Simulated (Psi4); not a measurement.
# TPSSh/def2-TZVP (core potential) run of GeTe (SMILES [Ge][Te])

Aim: the vertical ionisation energy of GeTe at TPSSh/def2-TZVP (core potential), from 2 runs. 

Program for the calculation: Psi4 1.11.

## Step 1: The structure to begin with

The species is GeTe (2 atoms), meant as a singlet with charge 0. SMILES: `[Ge][Te]`. The bond length is the measured one.

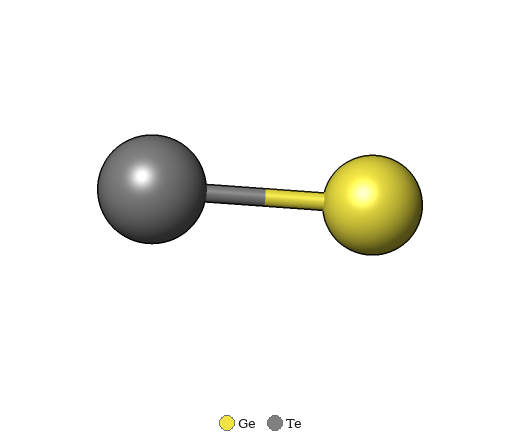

Viewed from a chosen angle; germanium yellow, tellurium grey.

## Step 2: The energy at TPSSh/def2-TZVP (core potential)

calc.py reads:

```python
import psi4

psi4.set_memory('1600 MB')
psi4.set_num_threads(1)
psi4.core.set_output_file('run.log', False)

molecule = psi4.geometry("""
0 1
Ge     0.00000000     0.00000000     0.00000000
Te     0.00000000     0.00000000     4.42227094
units au
symmetry c1
no_reorient
no_com
""")

psi4.set_options({
    'basis': 'def2-TZVP',
    'reference': 'rks',
    'puream': True,
    'e_convergence': 1e-09,
    'd_convergence': 1e-08,
    'scf_type': 'pk',
    'dft_radial_points': 99,
    'dft_spherical_points': 590,
})

result, w = psi4.energy('tpssh', molecule=molecule, return_wfn=True)
psi4.oeprop(w, 'QUADRUPOLE', 'DIPOLE', 'WIBERG_LOWDIN_INDICES', title='TPSSH')
print(f'tpssh energy: {result:.10f} Eh')
```

Run with:

```bash
$ python calc.py
```

run.log, cut to the lines that bear on the results:

```text
[...]
    !!!  WARNING: ECP capability is in beta. Please check occupations closely.  !!!
[...]
  Running in c1 symmetry.
[...]
  Nuclear repulsion =  173.666428497933708
[...]
  Multiplicity = 1
[...]
  Nalpha       = 28
  Nbeta        = 28
[...]
    Number of basis functions: 98
[...]
   @RKS iter   1: -2343.25146750793147   -3.42492e+00   3.09905e-02 DIIS/ADIIS
[...]
   @RKS iter  13: -2344.93993231669947   -3.18323e-11   9.08234e-09 DIIS
[...]
    Orbital Energies [Eh]
    ---------------------
    Doubly Occupied:
       1A   -398.494895     2A    -49.608383     3A    -44.101053
       4A    -44.101053     5A    -44.098449     6A     -6.175465
       7A     -6.174183     8A     -4.341982     9A     -4.341982
      10A     -4.334683    11A     -4.318196    12A     -4.318196
      13A     -4.317489    14A     -1.539694    15A     -1.538171
      16A     -1.538171    17A     -1.538035    18A     -1.538035
      19A     -1.176089    20A     -1.176088    21A     -1.170604
      22A     -1.170604    23A     -1.170175    24A     -0.607778
      25A     -0.433418    26A     -0.248298    27A     -0.242338
      28A     -0.242338
[...]
  @RKS Final Energy: -2344.93993231669947
   => Energetics <=
    Nuclear Repulsion Energy =            173.6664284979337083
    One-Electron Energy =               -3708.1365378977661749
    Two-Electron Energy =                1279.4676694851250431
    DFT Exchange-Correlation Energy =     -89.9374924019921309
    Empirical Dispersion Energy =           0.0000000000000000
    VV10 Nonlocal Energy =                  0.0000000000000000
    Total Energy =                      -2344.9399323166994691
[...]
 Multipole Moments:
 ------------------------------------------------------------------------------------
     Multipole            Electronic (a.u.)      Nuclear  (a.u.)        Total (a.u.)
 ------------------------------------------------------------------------------------
 L = 1.  Multiply by 2.5417464519 to convert [e a0] to [Debye]
 Dipole X            :          0.0000003            0.0000000            0.0000003
 Dipole Y            :          0.0000002            0.0000000            0.0000002
 Dipole Z            :       -106.5789281          106.1345026           -0.4444255
 Magnitude           :                                                    0.4444255
 L = 2.  Multiply by 1.3450342976 to convert [e a0^2] to [Debye ang]
 Quadrupole XX       :        -32.3896752            0.0000000          -32.3896752
 Quadrupole XY       :         -0.0000000            0.0000000           -0.0000000
[...]
```

On the terminal:

```text
tpssh energy: -2344.9399323167 Eh
```

Run time: 14 s. Hardware: 1 thread of Intel Xeon Platinum 8488C (Sapphire Rapids), shared host; peak memory 0.71 GiB.

## Step 3: The doublet cation: energy and forces at UTPSSh/def2-TZVP (core potential)

job.json reads:

```json
{
 "schema_name": "qcschema_input",
 "schema_version": 1,
 "molecule": {
  "schema_name": "qcschema_molecule",
  "schema_version": 2,
  "symbols": ["Ge", "Te"],
  "geometry": [0.0, 0.0, 0.0, 0.0, 0.0, 4.42227094],
  "molecular_charge": 1,
  "molecular_multiplicity": 2,
  "fix_symmetry": "c1",
  "fix_com": true,
  "fix_orientation": true
 },
 "driver": "gradient",
 "model": {
  "method": "tpssh",
  "basis": "def2-TZVP"
 },
 "keywords": {
  "reference": "uks",
  "puream": true,
  "e_convergence": 1e-09,
  "d_convergence": 1e-08,
  "scf_type": "pk",
  "dft_radial_points": 99,
  "dft_spherical_points": 590,
  "maxiter": 100,
  "scf_properties": ["LOWDIN_CHARGES", "QUADRUPOLE", "DIPOLE"]
 }
}
```

Run with:

```bash
$ psi4 --qcschema job.json -n 1 --memory 1600MB
```

stdout, cut to the lines that bear on the results:

```text
[...]
    !!!  WARNING: ECP capability is in beta. Please check occupations closely.  !!!
[...]
  Running in c1 symmetry.
[...]
  Nuclear repulsion =  173.666428497933708
[...]
  Multiplicity = 2
[...]
  Nalpha       = 28
  Nbeta        = 27
[...]
    Number of basis functions: 98
[...]
   @UKS iter   1: -2343.17383665955822   -3.34729e+00   3.03122e-02 DIIS/ADIIS
[...]
   @UKS iter  17: -2344.60423435819939   -9.59517e-11   7.32763e-09 DIIS
[...]
   @S^2 Observed:                7.547470039E-01
[...]
  @UKS Final Energy: -2344.60423435819939
   => Energetics <=
    Nuclear Repulsion Energy =            173.6664284979337083
    One-Electron Energy =               -3694.1391470884109367
    Two-Electron Energy =                1265.6002984362226016
    DFT Exchange-Correlation Energy =     -89.7318142039448219
    Empirical Dispersion Energy =           0.0000000000000000
    VV10 Nonlocal Energy =                  0.0000000000000000
    Total Energy =                      -2344.6042343581993919
[...]
 Multipole Moments:
 ------------------------------------------------------------------------------------
     Multipole            Electronic (a.u.)      Nuclear  (a.u.)        Total (a.u.)
 ------------------------------------------------------------------------------------
 L = 1.  Multiply by 2.5417464519 to convert [e a0] to [Debye]
 Dipole X            :         -0.0000003            0.0000000           -0.0000003
 Dipole Y            :         -0.0000010            0.0000000           -0.0000010
 Dipole Z            :       -104.0198333          106.1345026            2.1146693
 Magnitude           :                                                    2.1146693
 L = 2.  Multiply by 1.3450342976 to convert [e a0^2] to [Debye ang]
 Quadrupole XX       :        -28.9181552            0.0000000          -28.9181552
 Quadrupole XY       :          0.0820114            0.0000000            0.0820114
[...]
  -Total Gradient:
     Atom            X                  Y                   Z
    ------   -----------------  -----------------  -----------------
       1        0.000000000043     0.000000002154     0.049650141503
       2       -0.000000000044    -0.000000002148    -0.049608987881
[...]
```

The result, in JSON:

```text
{
 "driver": "gradient",
 "model": {
  "method": "tpssh",
  "basis": "def2-TZVP"
 },
 "success": true,
 "return_result": [4.338323826263758e-11, 2.1537037102782366e-09, 0.04965014150286107, -4.407371785515434e-11, -2.1480295020884333e-09, -0.049608987880801814],
 "properties": {
  "calcinfo_nbasis": 98,
  "calcinfo_nmo": 98,
  "calcinfo_nalpha": 28,
  "calcinfo_nbeta": 27,
  "calcinfo_natom": 2,
  "nuclear_repulsion_energy": 173.6664284979337,
  "return_energy": -2344.6042343581994,
  "return_gradient": [4.338323826263758e-11, 2.1537037102782366e-09, 0.04965014150286107, -4.407371785515434e-11, -2.1480295020884333e-09, -0.049608987880801814],
  "scf_one_electron_energy": -3694.139147088411,
  "scf_two_electron_energy": 1265.6002984362226,
  "scf_xc_energy": -89.73181420394482,
  "scf_dipole_moment": [-3.1778329949117856e-07, -1.0460994179885232e-06, 2.114669275861928],
  "scf_total_energy": -2344.6042343581994,
  "scf_total_gradient": [4.338323826263758e-11, 2.1537037102782366e-09, 0.04965014150286107, -4.407371785515434e-11, -2.1480295020884333e-09, -0.049608987880801814],
  "scf_iterations": 17
 }
}
```

It took 33 s on 1 thread of Intel Xeon Platinum 8488C (Sapphire Rapids), shared host; peak memory 0.71 GiB.

## Step 4: Results

At TPSSh/def2-TZVP (core potential):

| quantity | value |
| --- | --- |
| singlet GeTe: total energy | -2344.93993 Eh |
| singlet GeTe: dipole moment | 1.13 D |
| singlet GeTe: HOMO energy | -6.59 eV |
| singlet GeTe: LUMO energy | -2.95 eV |
| singlet GeTe: HOMO–LUMO gap | 3.65 eV |
| doublet cation: total energy | -2344.60423 Eh |
| doublet cation: HOMO energy (highest over α and β) | -12.71 eV |
| doublet cation: LUMO energy (lowest over α and β) | -11.68 eV |
| doublet cation: ⟨S²⟩ | 0.755 |
| doublet cation: largest force on an atom | 2.553 eV/Å |
| vertical ionisation energy (to the doublet cation) | 9.135 eV |

In words: Removing an electron at fixed nuclei costs 9.13 eV (881 kJ/mol). −ε(HOMO) before ionisation, 6.59 eV, is 2.54 eV below this ionisation energy.
